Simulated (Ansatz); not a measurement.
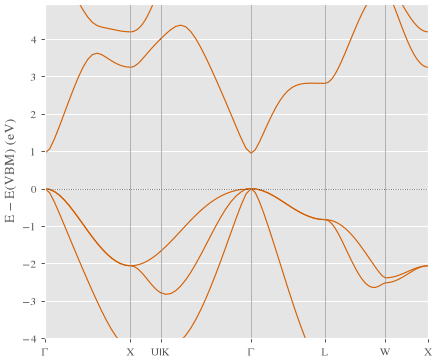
Fig. 1. Band structure from DFT-LDA in the program Ansatz with PAW potentials

Q: Read off the gap and where the band edges lie.

A: About 0.9 eV (0.95 eV by a search for the band edges); maximum at Γ, minimum at Γ.

The material is CdS (zinc blende, F-43m).

The cell was relaxed with LDA under the symmetry of its start; phonons on a q-mesh show no instability. Scalar-relativistic: spin–orbit coupling is off unless named, which matters more the heavier the elements.

Potentials: the later of the program's two PAW sets.
